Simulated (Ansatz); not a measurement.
Given this structure, coordinates from a relaxation with DFT, PAW plane waves, pbe+U, spin-orbit in Ansatz 0.2.0; the starting structure was generated, so it need not be a known form of this composition, written in its standard cell:

```
H La As
1.0
     4.21312    0.00000    0.00000
    -2.10656    3.64867    0.00000
     0.00000    0.00000    6.87222
H La As
2 2 1
Direct
  0.33333 0.66667 0.61910
  0.66667 0.33333 0.38090
  0.33333 0.66667 0.26368
  0.66667 0.33333 0.73632
  0.00000 0.00000 0.00000
```

Q: Predict the [001] zone-axis pattern (200 kV, kinematic, B = 0.8 Å²).

A: The spots form a hexagonal net with both shortest vectors at d = 3.65 Å, 60.0° apart. They are 1 -1 0 and 1 0 0. The pattern has symmetry 6mm. No reflection of this zone is absent.

Strongest reflections with d > 1.12 Å, one of each family (|F|² from tabulated Gaussian fits of the electron scattering factors, times a small damping for the curvature of the Ewald sphere):

```json
{"hkl": "2 -1 0", "d (Å)": "2.107", "I (strongest = 100)": "100"}
{"hkl": "3 0 0", "d (Å)": "1.216", "I (strongest = 100)": "25"}
{"hkl": "1 0 0", "d (Å)": "3.649", "I (strongest = 100)": "10"}
{"hkl": "2 0 0", "d (Å)": "1.824", "I (strongest = 100)": "2"}
{"hkl": "3 -1 0", "d (Å)": "1.379", "I (strongest = 100)": "1"}
```

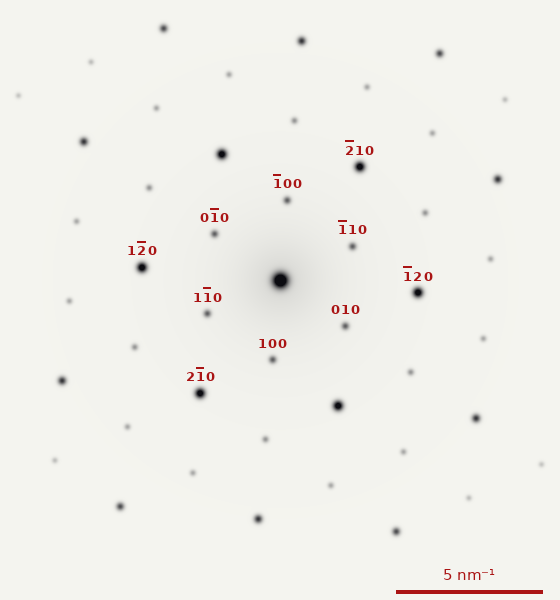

Calculated pattern, seen from the source side with [001] pointing towards the source.
